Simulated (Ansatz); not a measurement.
**singlet SiNH3ClO+: levels of theory compared**

We compute a comparison of 4 runs (r2SCAN0/def2-SVP, wB97M-V/def2-SVP, MP2/def2-SVP, CCSD/def2-SVP) of singlet SiNH3ClO+. 

The calculation is run with Ansatz 0.2.0.

127 further runs of the same task are left out: 1 that didn't finish, 126 set aside as unsound or not needed. Runs told in other sessions of the task aren't counted.

## Step 1: The structure to begin with

SiNH3ClO+: 7 atoms, total charge +1, spin state singlet. As SMILES of the parent species, `[NH][SiH](O)Cl`. Geometry: relaxed at PBE0-D4/def2-TZVP. This is one conformer, not always the lowest. That shape belongs to the parent species and isn't relaxed for this state.

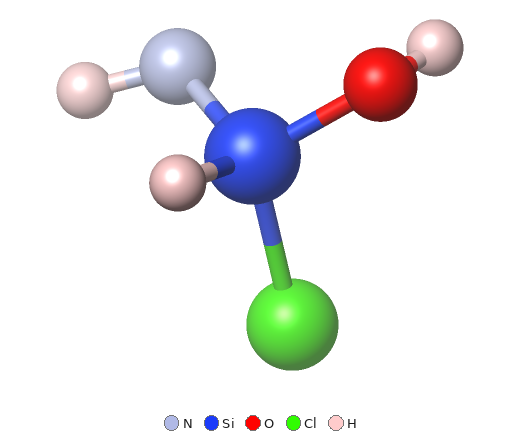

Viewed from a chosen angle; nitrogen light blue, silicon blue, oxygen red, chlorine green, hydrogen pink.

## Step 2: The energy at r2SCAN0/def2-SVP (run 1)

job.yaml reads:

```yaml
crystal:
  periodic: [false, false, false]
  atoms:
    - {symbol: N, position_ang: [-0.309900, 1.111500, -0.879100]}
    - {symbol: Si, position_ang: [-0.073900, -0.114300, 0.330400]}
    - {symbol: O, position_ang: [1.465600, -0.630300, 0.304800]}
    - {symbol: Cl, position_ang: [-1.390000, -1.593900, -0.221000]}
    - {symbol: H, position_ang: [-1.151500, 1.677300, -0.756300]}
    - {symbol: H, position_ang: [-0.348600, 0.280200, 1.724700]}
    - {symbol: H, position_ang: [1.869600, -0.798400, -0.549200]}
basis:
  gaussian: {orbitals: def2-SVP}
total_charge: 1
hamiltonian: {xc: {name: r2SCAN0}}
accuracy: high
output: {orbitals: {seedname: orbitals}}
```

Launch:

```console
$ ansatz run job.yaml --threads 1 --pin off --max-ram 3480MiB --events-out events.jsonl --progress --plain --runs-dir runs
```

What it wrote:

```text
Warning: RAYON_NUM_THREADS=1 ignored (pool sized by the plan → 1); use --threads N
Functional definition: r2SCAN0
  name "r2SCAN0"
  parameter a = 0.25
  parameter k0 = 0.174
  parameter k1 = 0.065
  parameter a1 = 4.9479
  exchange = (1 - a)*r2scan_x(k0 = k0, k1 = k1, a1 = a1) + a*exact_x
  correlation = r2scan_c
1658 factors; integrals over basis functions are off by at most 4.1e-9 eV
mean field evaluation 1: about -23935.7353 eV, gradient 9.9e1 eV
mean field evaluation 2: about -23831.5940 eV, gradient 2.0e2 eV
mean field evaluation 4: about -23961.8973 eV, gradient 1.1e1 eV
mean field evaluation 8: about -23962.2772 eV, gradient 5.1e-1 eV
mean field evaluation 16: about -23962.4583 eV, gradient 9.1e-3 eV
mean field evaluation 32: about -23962.4583 eV, gradient 1.8e-7 eV
mean field -23962.45826217 eV, -880.6040987970 hartree, gradient 6.2e-8 eV, S^2 0.000000; 0 other end points of the search recorded, 0 dependent functions left out
reference -23962.45826266 eV, -880.6040988153 hartree; 24, 24 occupied and 55, 55 virtual orbitals, 1658 factors
Total energy: -23962.45826266 eV, -880.6040988153 hartree
```

It took 17 s on 1 thread of Arm Neoverse V1, shared host; peak memory 0.29 GiB.

## Step 3: A single-point energy at wB97M-V/def2-SVP (run 2)

run.yaml reads:

```yaml
basis:
  gaussian:
    orbitals: def2-SVP
crystal:
  periodic: [false, false, false]
  atoms:
    - {symbol: N, position_ang: [-0.309900, 1.111500, -0.879100]}
    - {symbol: Si, position_ang: [-0.073900, -0.114300, 0.330400]}
    - {symbol: O, position_ang: [1.465600, -0.630300, 0.304800]}
    - {symbol: Cl, position_ang: [-1.390000, -1.593900, -0.221000]}
    - {symbol: H, position_ang: [-1.151500, 1.677300, -0.756300]}
    - {symbol: H, position_ang: [-0.348600, 0.280200, 1.724700]}
    - {symbol: H, position_ang: [1.869600, -0.798400, -0.549200]}
total_charge: 1
hamiltonian:
  xc: {name: wB97M-V}
accuracy: high
output:
  orbitals: {seedname: orbitals}
```

Launch:

```console
$ ansatz run run.yaml --threads 1 --pin off --max-ram 3480MiB --events-out events.jsonl --progress --plain --runs-dir runs
```

What it wrote, shortened:

```text
Warning: RAYON_NUM_THREADS=1 ignored (pool sized by the plan → 1); use --threads N
Functional definition: wB97M-V
  name "wB97M-V"
[...]
  gx(w, u) = 1 - cx + cx01*u + cx10*w
  gss(w, u) = css00 + css04*u^4 + css10*w + css20*w^2 + css43*w^4*u^3
  gos(w, u) = cos00 + cos10*w + (cos20 + cos21*u)*w^2 + (cos60 + cos61*u)*w^6
[...]
      + integral(e_c_pw_mod_opposite_spin*gos(b97_w_opposite, b97_u_opposite)) + vv10(b, c)
1658 factors; integrals over basis functions are off by at most 4.1e-9 eV
322 factors; integrals over basis functions are off by at most 2.4e-9 eV
[...]
mean field -23964.30671061 eV, -880.6720280245 hartree, gradient 5.1e-8 eV, S^2 0.000000; 0 other end points of the search recorded, 0 dependent functions left out
reference -23964.30671431 eV, -880.6720281602 hartree; 24, 24 occupied and 55, 55 virtual orbitals, 1658 factors
Total energy: -23964.30671431 eV, -880.6720281602 hartree
```

Wall time 1.8 min (1 thread of Arm Neoverse V1, shared host); peak memory 0.49 GiB.

Run 3 isn't shown in full; the table further down has it.

## Step 4: A single-point energy at CCSD/def2-SVP (run 4)

in.yaml reads:

```yaml
crystal:
  periodic: [false, false, false]
  atoms:
    - {symbol: "N", position_ang: [-0.309900, 1.111500, -0.879100]}
    - {symbol: Si, position_ang: [-0.073900, -0.114300, 0.330400]}
    - {symbol: O, position_ang: [1.465600, -0.630300, 0.304800]}
    - {symbol: Cl, position_ang: [-1.390000, -1.593900, -0.221000]}
    - {symbol: H, position_ang: [-1.151500, 1.677300, -0.756300]}
    - {symbol: H, position_ang: [-0.348600, 0.280200, 1.724700]}
    - {symbol: H, position_ang: [1.869600, -0.798400, -0.549200]}
basis:
  gaussian: {orbitals: def2-SVP}
total_charge: 1
correlation: {method: ccsd, frozen_orbitals: {Cl: 5, H: 0, "N": 1, O: 1, Si: 5}}
accuracy: high
scf: {omitted_lower_state_checks: [cluster_reference, increment]}
```

Launch:

```console
$ ansatz run in.yaml --threads 1 --pin off --max-ram 3480MiB --events-out events.jsonl --progress --plain --runs-dir runs
```

What it wrote:

```text
Warning: RAYON_NUM_THREADS=1 ignored (pool sized by the plan → 1); use --threads N
[... 12 lines left out ...]
12 core orbitals not correlated: weight in the atoms' cores, before any rotation towards them, 1.000 or more for the frozen orbitals, at most 0.000 for the correlated occupied ones
[... 62 lines left out ...]
Total energy: -23929.45193066 eV, -879.3911384868 hartree
Checks for a lower state left out: cluster_reference, increment
```

Wall time 21 s (1 thread of Arm Neoverse V1, shared host); peak memory 0.35 GiB.

## Step 5: All runs side by side

```csv
run,level,frozen core orbitals,energy (Eh),wall time
1,r2SCAN0/def2-SVP,–,-880.604099,17 s
2,wB97M-V/def2-SVP,–,-880.672028,1.8 min
3,MP2/def2-SVP,12,-879.335547,5.1 s
4,CCSD/def2-SVP,12,-879.391138,21 s
```

## Step 6: Outcome

| quantity | value |
| --- | --- |
| run 4: total energy | -879.39114 Eh |
| run 4: correlation energy (12 core orbitals frozen) | -588.8 mEh |
| run 4: T1 diagnostic | 0.062 |

In words: Totals of different functionals can't be ranked against each other. In run 4 the T1 diagnostic is large, so a single reference may not serve. In runs 3, 4 the log says that unrestricted orbitals would lower the reference, so the values rest on an unstable closed-shell determinant (other closed-shell runs at this shape may share the fault). All runs together took 2.5 min, the longest 1.8 min.
